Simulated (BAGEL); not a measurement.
# SiNH3OF2 (SMILES N[Si](O)(F)F) at HF/6-31G(d) (density fitting with qzvpp-jkfit, spherical functions)

What is the energy change on altering one bond length of SiNH3OF2 at HF/6-31G* (density fitting with qzvpp-jkfit, spherical functions)? 

The calculation is run with BAGEL 1.2.2.

4 further runs of the same task are left out: 4 set aside as unsound or not needed. Runs told in other sessions of the task aren't counted.

## 1. The molecule

The species is SiNH3OF2 (8 atoms), meant as a singlet with charge 0. As SMILES, `N[Si](O)(F)F`. The shape is that of a PBE0-D4/def2-TZVP optimisation. This is one conformer, not always the lowest.

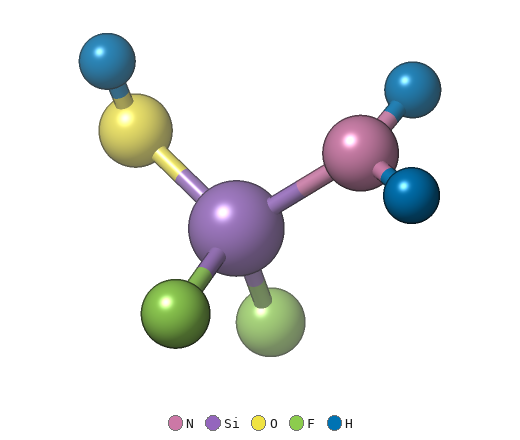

The structure, seen from a chosen angle (nitrogen pink, silicon purple, oxygen yellow, fluorine green, hydrogen blue).

## 2. The energy at HF/6-31G(d) (density fitting with qzvpp-jkfit, spherical functions)

input.json reads:

```json
{ "bagel": [

{
  "title": "molecule",
  "basis": "6-31gs.json",
  "df_basis": "qzvpp-jkfit",
  "angstrom": true,
  "geometry": [
    { "atom": "N", "xyz": [   -0.442300,    1.046800,    0.335400 ] },
    { "atom": "Si", "xyz": [    0.149700,   -0.326200,   -0.442800 ] },
    { "atom": "O", "xyz": [    0.387300,   -1.558900,    0.578900 ] },
    { "atom": "F", "xyz": [   -0.787600,   -0.930400,   -1.563300 ] },
    { "atom": "F", "xyz": [    1.475500,    0.124100,   -1.183100 ] },
    { "atom": "H", "xyz": [   -1.266000,    1.005400,    0.911900 ] },
    { "atom": "H", "xyz": [   -0.311700,    1.959400,   -0.068300 ] },
    { "atom": "H", "xyz": [    0.887300,   -1.377200,    1.375500 ] }
  ]
},
{ "title": "hf" },
{ "title": "print", "file": "orbitals.molden", "orbitals": true }

]}
```

The basis set 6-31G* is read from a file made from the Basis Set Exchange's data (not shown).

On the command line:

```sh
$ BAGEL_NUM_THREADS=1 BAGEL input.json > input.out
```

Log:

```text
* using 1 threads per process

  ===============================================================
  ===============================================================

  *** Geometry ***

  { "atom" : "N", "xyz" : [     -0.835826,      1.978165,      0.633814 ] },
  { "atom" : "Si", "xyz" : [      0.282892,     -0.616429,     -0.836771 ] },
  { "atom" : "O", "xyz" : [      0.731891,     -2.945894,      1.093962 ] },
  { "atom" : "F", "xyz" : [     -1.488348,     -1.758201,     -2.954209 ] },
  { "atom" : "F", "xyz" : [      2.788291,      0.234515,     -2.235735 ] },
  { "atom" : "H", "xyz" : [     -2.392393,      1.899931,      1.723241 ] },
  { "atom" : "H", "xyz" : [     -0.589028,      3.702729,     -0.129068 ] },
  { "atom" : "H", "xyz" : [      1.676754,     -2.602531,      2.599318 ] },

  Number of auxiliary basis functions:      490

  Since a DF basis is specified, we compute 2- and 3-index integrals:
    o Being stored without compression. Storage requirement is 0.025 GB

  Number of basis functions:       80
  Number of electrons      :       50

    * METHOD: MOLECULE                             0.21

  *** RHF ***

  === Nuclear Repulsion ===
   268.3694241943

      * DIIS with orbital gradients will be used.

  === RHF iteration (6-31gs.json) ===
      0       -618.71748203          0.02722826           0.06
      1       -618.96458803          0.01533687           0.06
      2       -619.06896940          0.00114530           0.06
      3       -619.06967543          0.00039885           0.06
      4       -619.06975461          0.00007284           0.05
      5       -619.06975809          0.00001314           0.05
      6       -619.06975831          0.00000430           0.06
      7       -619.06975833          0.00000183           0.06
      8       -619.06975833          0.00000046           0.05
      9       -619.06975833          0.00000018           0.06
     10       -619.06975833          0.00000006           0.06
     11       -619.06975833          0.00000002           0.06
     12       -619.06975833          0.00000001           0.06
    * SCF iteration converged.

    * Permanent dipole moment:
           (    0.220050,    -0.869214,    -1.060138) a.u.

    * METHOD: HF                                   0.90

    * METHOD: PRINT                                0.02

  ===============================================================
```

Run time: 1.4 s. Hardware: 1 thread of AMD EPYC 9B14 (Zen 4), shared host.

## 3. The distorted shape

hf.json reads:

```json
{ "bagel" : [

{
  "title" : "molecule",
  "basis" : "6-31gs.json",
  "df_basis" : "qzvpp-jkfit",
  "angstrom" : true,
  "geometry" : [
    { "atom" : "N", "xyz" : [   -0.546774,    0.316761,    0.658342 ] },
    { "atom" : "Si", "xyz" : [    0.045226,   -1.056239,   -0.119858 ] },
    { "atom" : "O", "xyz" : [    0.282826,   -2.288939,    0.901842 ] },
    { "atom" : "F", "xyz" : [   -0.892074,   -1.660439,   -1.240358 ] },
    { "atom" : "F", "xyz" : [    1.371026,   -0.605939,   -0.860158 ] },
    { "atom" : "H", "xyz" : [   -1.370474,    0.275361,    1.234842 ] },
    { "atom" : "H", "xyz" : [   -0.311700,    1.959400,   -0.068300 ] },
    { "atom" : "H", "xyz" : [    0.782826,   -2.107239,    1.698442 ] }
  ]
},
{
  "title" : "hf"
},
{
  "title" : "print",
  "file" : "orbitals.molden",
  "orbitals" : true
}

]}
```

The basis set 6-31G* is read from a file made from the Basis Set Exchange's data (not shown).

On the command line:

```sh
$ BAGEL_NUM_THREADS=1 BAGEL hf.json > hf.out
```

Log:

```text
* using 1 threads per process

  ===============================================================
  ===============================================================

  *** Geometry ***

  { "atom" : "N", "xyz" : [     -1.033253,      0.598592,      1.244086 ] },
  { "atom" : "Si", "xyz" : [      0.085465,     -1.996002,     -0.226499 ] },
  { "atom" : "O", "xyz" : [      0.534464,     -4.325468,      1.704234 ] },
  { "atom" : "F", "xyz" : [     -1.685776,     -3.137775,     -2.343937 ] },
  { "atom" : "F", "xyz" : [      2.590864,     -1.145059,     -1.625463 ] },
  { "atom" : "H", "xyz" : [     -2.589821,      0.520357,      2.333513 ] },
  { "atom" : "H", "xyz" : [     -0.589028,      3.702729,     -0.129068 ] },
  { "atom" : "H", "xyz" : [      1.479327,     -3.982105,      3.209590 ] },

  Number of auxiliary basis functions:      490

  Since a DF basis is specified, we compute 2- and 3-index integrals:
    o Being stored without compression. Storage requirement is 0.025 GB

  Number of basis functions:       80
  Number of electrons      :       50

    * METHOD: MOLECULE                             0.21

  *** RHF ***

  === Nuclear Repulsion ===
   265.3072760951

      * DIIS with orbital gradients will be used.

  === RHF iteration (6-31gs.json) ===
      0       -618.48000460          0.02842114           0.06
      1       -618.74462702          0.01805988           0.05
      2       -618.89747420          0.00167374           0.05
      3       -618.89953036          0.00095584           0.05
      4       -618.90008029          0.00017120           0.05
      5       -618.90012180          0.00005281           0.06
      6       -618.90012612          0.00002466           0.06
      7       -618.90012684          0.00001061           0.05
      8       -618.90012712          0.00000654           0.06
      9       -618.90012727          0.00000393           0.05
     10       -618.90012733          0.00000166           0.05
     11       -618.90012733          0.00000075           0.05
     12       -618.90012733          0.00000030           0.05
     13       -618.90012733          0.00000013           0.05
     14       -618.90012733          0.00000005           0.05
     15       -618.90012733          0.00000002           0.06
     16       -618.90012733          0.00000002           0.05
     17       -618.90012733          0.00000001           0.05
     18       -618.90012733          0.00000001           0.06
    * SCF iteration converged.

    * Permanent dipole moment:
           (    0.214729,    -0.981154,    -1.025144) a.u.

    * METHOD: HF                                   1.17

    * METHOD: PRINT                                0.02

  ===============================================================
```

Wall time 1.6 s (1 thread of AMD EPYC 9B14 (Zen 4), shared host).

## 4. Summary of results

At HF/6-31G* (density fitting with qzvpp-jkfit, spherical functions):

```
                                                         quantity          value
                                        first shape: total energy  -619.06976 Eh
                                       first shape: dipole moment         3.53 D
                                         first shape: HOMO energy      -12.06 eV
                                         first shape: LUMO energy        4.72 eV
                                       first shape: HOMO–LUMO gap       16.78 eV
                                    distorted shape: total energy  -618.90013 Eh
                                   distorted shape: dipole moment         3.65 D
                                     distorted shape: HOMO energy      -11.72 eV
                                     distorted shape: LUMO energy        0.40 eV
                                   distorted shape: HOMO–LUMO gap       12.12 eV
energy change with the N1–H7 bond stretched from 1.006 to 1.811 Å       4.616 eV
```

**Reading.** With the N1–H7 bond stretched from 1.006 to 1.811 Å the energy rises by 4.62 eV (106 kcal/mol). The first shape isn't relaxed at this level, so the change isn't measured from a minimum. A restricted reference can't describe the breaking bond well at this length.
